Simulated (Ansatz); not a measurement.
**ClGa···CH5N: density, localisation and related maps**

```xyz
9

Ga    0.3985   -1.6709    1.6389
H    -0.9738   -0.6569   -0.6905
N    -0.3426   -0.1340   -0.0857
C     0.6586    0.6110   -0.8566
H    -0.9347    0.4658    0.4880
Cl   -1.6157   -1.0098    2.6510
H     1.2979    1.1749   -0.1654
H     1.2957   -0.0966   -1.4031
H     0.2162    1.3166   -1.5767
```

Theory: RKS B3LYP-D4/def2-SVPD (Ansatz 0.2.0).

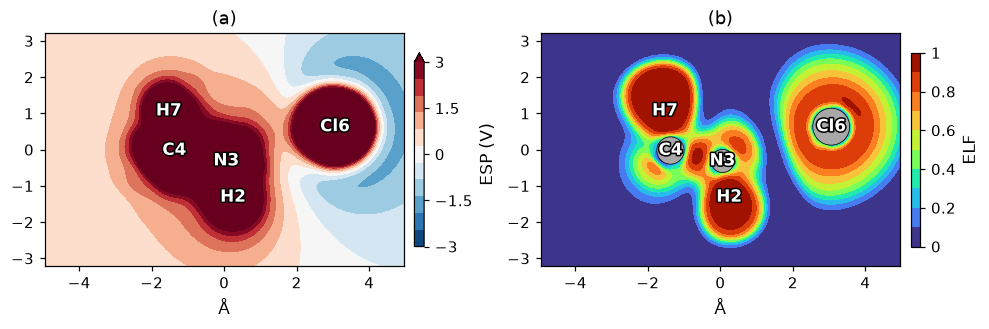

Figure 1. (a) molecular electrostatic potential; (b) ELF on the plane of atoms N3, C4 and H7. Grey discs cover the atomic cores in the ELF map.

Describe what can be read from this map.

Answer. The section cuts through H, N, C and Cl sites. C–N (1.47 Å): the ELF peaks at about 0.95 between the atoms: a covalent bond. N–H (1.02 Å): the ELF climbs to about 1 towards the hydrogen, as it does in any bond to H: an ordinary covalent bond to hydrogen. C–H (1.10 Å): the ELF climbs to about 1 towards the hydrogen (a covalent bond by its length). The ELF also peaks beside Cl6, away from the bonds: lone-pair regions. Outside the dense part of the complex the potential is most negative (−1.6 V) near Cl6.

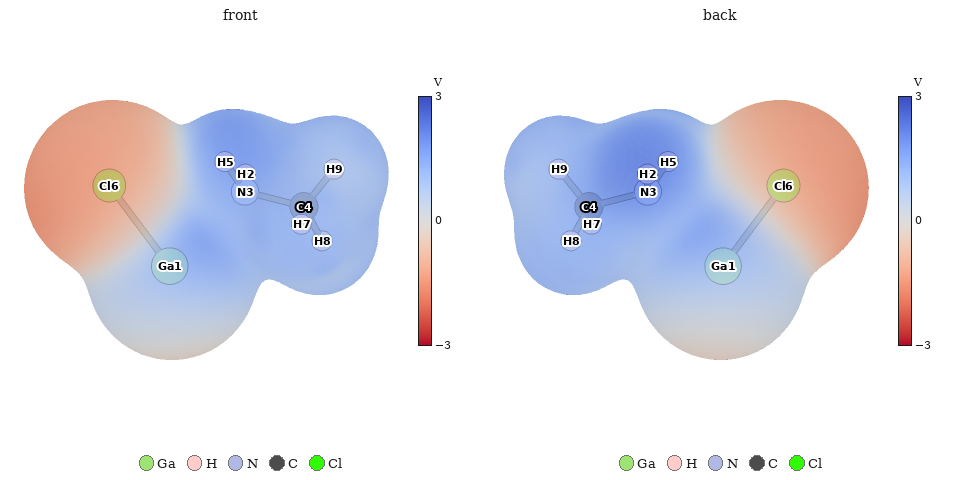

Figure 2. The molecular electrostatic potential painted on the density surface at 0.002 e/bohr³, seen from the front and from behind; red is negative and blue positive.

Describe the electrostatic potential map.

Answer. The most negative region (about −1.5 V) lies over Cl6, the most positive (about +2.2 V) over H2.

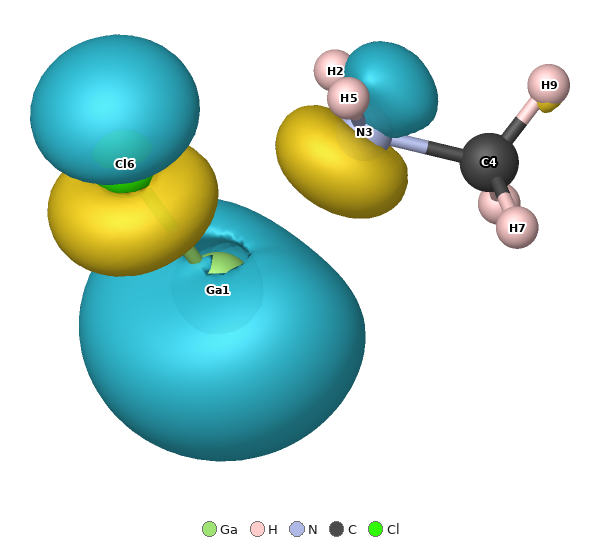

Figure 3. The HOMO at ±0.1 Å⁻³ᐟ² (yellow and cyan are the two phases), seen at a tilt.

What is the character of this orbital?

Answer. Its weight (Hirshfeld) is mainly on Ga1 (about 60 %), Cl6 (about 25 %) and N3 (about 10 %). Its energy is −6.35 eV.

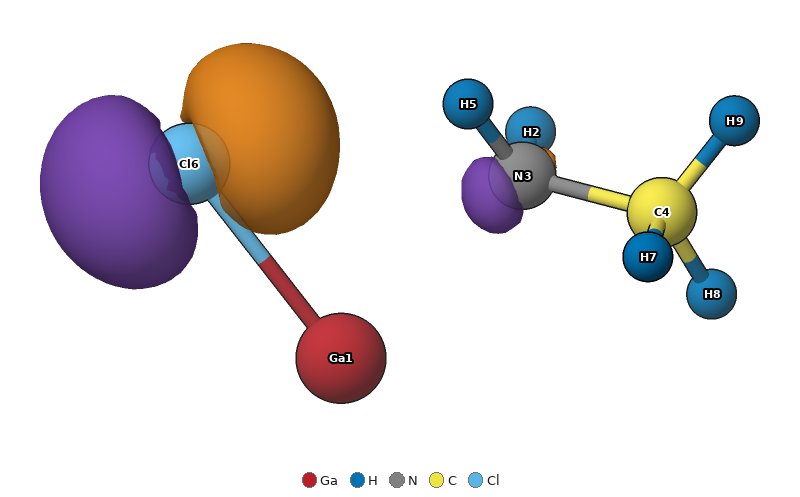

Figure 4. The HOMO−1 at ±0.2 Å⁻³ᐟ² (orange and purple are the two phases), seen across its widest extent.

Where does this orbital lie, and at what energy?

Answer. Its weight (Hirshfeld) is mainly on Cl6 (about 85 %); largely a lone pair of Cl6. Its energy is −7.57 eV.
